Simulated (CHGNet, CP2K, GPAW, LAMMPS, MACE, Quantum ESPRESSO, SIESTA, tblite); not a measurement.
# Glassy 67P2O5-33MgO (mol %) (80 atoms): other programs against plane waves

Aim: forces, pressure and gap of glassy 67P2O5-33MgO (mol %) (80 atoms) at one geometry, from other programs and methods, against plane-wave PBE.

Results are calculated, not measured.

## 1. The cell

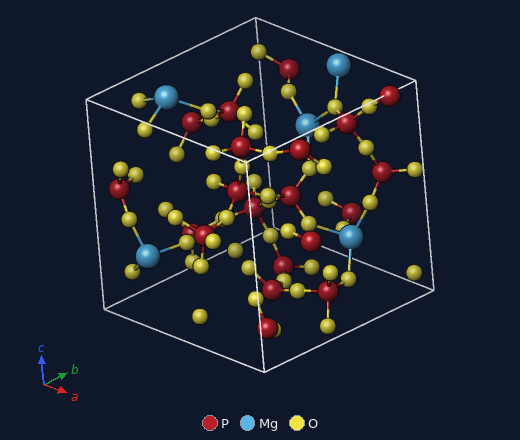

The cell (phosphorus red, magnesium blue, oxygen yellow). Bonds to atoms that aren't drawn are left out.

The cell holds 80 atoms (20 P, 5 Mg and 55 O), with edges of 10.51, 10.51 and 10.51 Å. Recipe: 80 atoms (20 P, 5 Mg, 55 O) placed at random at 2.32 g/cm³, melted at 4000 K for 10 ps at fixed volume with the Morse and Coulomb pair potential with partial charges (Pedone, Malavasi, Menziani, Cormack and Segre, J. Phys. Chem. B 110, 11780 (2006)). Quenched from 4000 K to 300 K at 25 K/ps and fixed volume, held 5 ps. The density is 2.32 g/cm³.

## 2. The reference input

Quantum ESPRESSO 7.5: Kohn-Sham DFT, PBE, SSSP efficiency 1.3.0 pseudopotentials, plane waves. Its input, pw.in:

```
&control
  calculation = 'scf'
  pseudo_dir = './pseudo'
  outdir = './tmp'
  disk_io = 'none'
  tprnfor = .true.
  tstress = .true.
/
&system
  ibrav = 0
  nat = 80
  ntyp = 3
  ecutwfc = 60
  ecutrho = 480
  nosym = .true.
  occupations = 'smearing'
  smearing = 'fd'
  degauss = 0.003675
/
&electrons
  conv_thr = 4.0e-07
  electron_maxstep = 100
  mixing_beta = 0.4
  mixing_mode = 'plain'
  diagonalization = 'david'
/
ATOMIC_SPECIES
P 30.974 P.upf
Mg 24.305 Mg.upf
O 15.999 O.upf
CELL_PARAMETERS angstrom
10.51380 0.00000 0.00000
0.00000 10.51380 0.00000
0.00000 0.00000 10.51380
ATOMIC_POSITIONS crystal
P 0.07919 0.07535 0.56718
P 0.57606 0.45722 0.08684
P 0.52913 0.34933 0.58552
P 0.04384 0.54973 0.69074
[... 74 atom lines left out ...]
O 0.87668 0.18071 0.09513
O 0.91938 0.49392 0.25760
K_POINTS gamma
```

```console
$ OMP_NUM_THREADS=1 mpirun -np 2 pw.x -in pw.in > output.txt
```

It took 4.8 min on 2 MPI ranks of Arm Neoverse V1, shared host; peak memory 3.5 GiB; 9.6 min of CPU time.

It converged with an r.m.s. force component of 1.5 eV/Å and a pressure of 2.3 GPa.

Its highest filled and lowest empty levels lie 1.15 eV apart on its k-points.

## 3. What was run beside it

- CHGNet: machine-learned potential, published weights.
- CP2K 2026.2: Gaussian basis with GTH pseudopotentials and a plane-wave density; labels give functional, basis (MOLOPT sets; SR short-range, UZH the newer set with its own potentials), grid cutoff/relative cutoff and solver (OT: orbital transformation; TRS4, TC2, SIGN: linear-scaling purification with its sparsity filter), or its built-in tight binding.
- GPAW 26.7.0: PAW with atomic orbitals (LCAO), plane waves or a real-space grid of spacing h.
- MACE: machine-learned potential, published weights.
- Quantum ESPRESSO 7.5: plane waves; labels (QE) give functional, pseudopotential set and cutoffs of waves/density.
- SIESTA 5.4.2: numerical atomic orbitals, whose automatically made sets are far from complete, with PseudoDojo norm-conserving potentials that we converted to its format (checked against plane waves on the same files for H, C, O, Si, Ge and Ca alone); labels give functional, basis size, energy shift and mesh cutoff.
- tblite 0.8.0: extended tight binding, driven from Python.

All use the same cell and atoms, and the electronic-structure runs the same k-mesh.

## 4. All runs compared

Differences are against the reference: forces as r.m.s. over components, share as that over the reference's r.m.s. force, slope as the fitted ratio of a run's forces to the reference's.

| run | Δ force, r.m.s. (meV/Å) | share (%) | slope | Δ pressure (GPa) | Δ gap (eV) | cores | CPU time | memory (GiB) |
| --- | --- | --- | --- | --- | --- | --- | --- | --- |
| reference | - | - | - | - | - | 2 | 9.6 min | 3.5 |
| CHGNet 0.3.0 potential | 386 | 26.1 | 0.905 | -0.771 | - | 1 | 4.4 s | 0.98 |
| CP2K PBE, DZVP-MOLOPT-SR, 1200/50 Ry, TC2 filter 1e-04, SCF 1e-05 (coarse) | 411 | 27.8 | 1.138 | 1.30 | - | 1 | 3.6 min | 3.8 |
| CP2K PBE, DZVP-MOLOPT-SR, 1200/50 Ry, TC2 filter 1e-05, SCF 1e-06 | 272 | 18.4 | 1.085 | 0.889 | - | 1 | 5.2 min | 3.8 |
| CP2K PBE, DZVP-MOLOPT-SR, 1200/50 Ry, diagonalisation | 237 | 16.0 | 1.067 | 0.767 | -0.547 | 1 | 5.6 min | 8.7 |
| CP2K PBE, DZVP-MOLOPT-SR, 420/50 Ry, OT DIIS (coarse) | 454 | 30.7 | 1.070 | 0.695 | -0.571 | 2 | 5.7 min | 1.1 |
| GPAW PBE, LCAO dzp, h 0.18 Å | 492 | 33.3 | 1.102 | - | -0.422 | 1 | 1.8 min | 1.4 |
| GPAW PBE, LCAO dzp, h 0.28 Å (coarse) | 2135 | 144 | 1.050 | - | -0.370 | 1 | 49 s | 0.47 |
| GPAW PBE, LCAO sz(dzp), h 0.18 Å (coarse) | 3207 | 217 | 1.051 | - | -0.948 | 1 | 74 s | 1.1 |
| MACE MP-0b2 small potential | 347 | 23.5 | 0.865 | -1.27 | - | 1 | 8.5 s | 0.66 |
| MACE MPA-0 medium potential | 249 | 16.8 | 0.921 | -0.970 | - | 1 | 9.3 s | 1 |
| QE PBE, sssp-1.3.0-efficiency, 30/240 Ry (coarse) | 53.1 | 3.59 | 0.994 | -33.7 | -0.0666 | 2 | 4.1 min | 1.2 |
| SIESTA PBE, DZP, shift 0.01 Ry, mesh 500 Ry | 285 | 19.3 | 1.104 | 1.63 | -0.507 | 2 | 3.7 min | 1.6 |
| SIESTA RPBE, PBE potentials, DZP, shift 0.01 Ry, mesh 500 Ry | 286 | 19.4 | 1.111 | 3.28 | -0.483 | 2 | 3.7 min | 1.6 |
| tblite GFN1-xTB | 492 | 33.3 | 0.993 | 0.393 | - | 1 | 4.7 s | 0.12 |

Rows marked coarse were listed beforehand as settings not expected to be converged; some can still land near the reference.

Times of the machine-learned potentials are mostly Python's start and the loading of weights.

Runs without a result: CP2K PBE, DZVP-MOLOPT-SR, 1200/50 Ry, TC2 filter 1e-03, SCF 1e-04 (ended with an error or stopped unconverged).

CPU time is summed over cores on shared hosts, so it is rough.

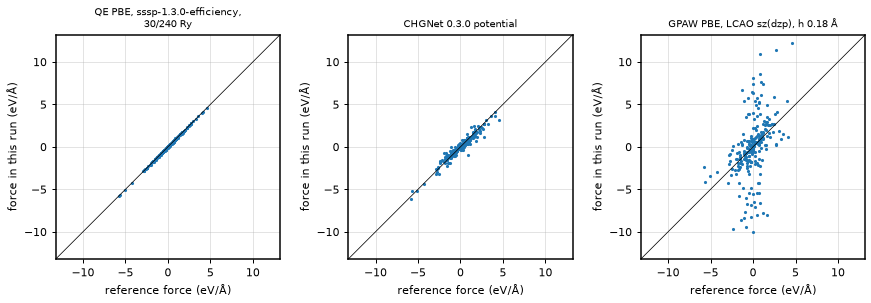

Force components against those of the reference; the line marks equality.

## 5. Findings

Forces lie from 3.6 % (QE PBE, sssp-1.3.0-efficiency, 30/240 Ry, coarse) to 217 % (GPAW PBE, LCAO sz(dzp), h 0.18 Å, coarse) of the reference's r.m.s. force of 1.5 eV/Å away from it. The PBE runs in local orbitals, coarse settings apart, differ by 16 % (CP2K PBE, DZVP-MOLOPT-SR, 1200/50 Ry, diagonalisation) to 33 % (GPAW PBE, LCAO dzp, h 0.18 Å); basis, grid and potentials can all enter. Tight binding differs by 33 % (tblite GFN1-xTB); it is another model, with fitted parameters of its own, and the xTB methods hold dispersion. Machine-learned potentials differ by 17 % (MACE MPA-0 medium potential) to 26 % (CHGNet 0.3.0 potential); they were trained on other programs' data.

Rows with another functional or a dispersion term differ by 19 % (SIESTA RPBE, PBE potentials, DZP, shift 0.01 Ry, mesh 500 Ry), which mixes the change of model with differences of basis and potentials, some of them made for another functional. Runs with settings chosen to be coarse differ by 3.6 % (QE PBE, sssp-1.3.0-efficiency, 30/240 Ry) to 217 % (GPAW PBE, LCAO sz(dzp), h 0.18 Å), their programs' other errors included. CP2K PBE, DZVP-MOLOPT-SR, 1200/50 Ry, TC2 filter 1e-04, SCF 1e-05 stiffens the forces by a factor of 1.14 while following their directions (correlation 0.978); the slopes of the 4 CP2K runs lie between 1.07 and 1.14. From CP2K PBE, DZVP-MOLOPT-SR, 420/50 Ry, OT DIIS to the finer CP2K PBE, DZVP-MOLOPT-SR, 1200/50 Ry, diagonalisation the share falls from 31 to 16 %. From GPAW PBE, LCAO dzp, h 0.28 Å to the finer GPAW PBE, LCAO dzp, h 0.18 Å the share falls from 144 to 33 %. Pressures at PBE, coarse settings apart, lie +0.77 to +1.63 GPa from the reference's. Gaps at PBE, coarse settings apart, lie -0.55 to -0.42 eV from the reference's. A pressure off by over 25 GPa (QE PBE, sssp-1.3.0-efficiency, 30/240 Ry) is no usable stress for this cell.

**Limits.** Periodic xTB results under one method name differ between programs and library versions. The potentials hold different valence shells: 440 electrons in the reference, 480 in CP2K with DZVP-MOLOPT-SR, 480 in GPAW and 480 in SIESTA; this bears on time and differences. The reference's pressure holds the uncorrected Pulay stress of its 60 Ry basis, so small pressure differences may be the reference's own error. In our tests on small cells the SSSP efficiency potentials stood apart from two norm-conserving sets, for C–F bonds most and for P–O bonds less, so differences from this reference needn't be the other run's error. Machine-learned potentials mimic data converged in k, so the reference's own k-point error enters their differences. The quench rate of 25 K/ps is many orders above laboratory rates, so the cell is likely richer in defects and strain than a real sample. The network of bonds at the start is that of the classical potential that made the cell, and needn't be the one that DFT or experiment would give. The electronic-structure runs sample only Γ, in a cell whose shortest periodic width is 11 Å. Where levels are smeared, the DFT runs use Fermi–Dirac occupations at 580 K (0.05 eV), and energies are free energies. The reference's cutoffs and mesh weren't converged further here.

[Logs are printed without paths, hosts, clocks, repeated set-up lines and the standing remarks that a program may print on its own settings, such as how far it seeks lower states.]

[Hosts, paths, dates, database ids (printed as entryN), source tags and the programs' standing remarks are cut or masked in the printed files.]

[Cells were taken only where this reference lay near another plane-wave run.]
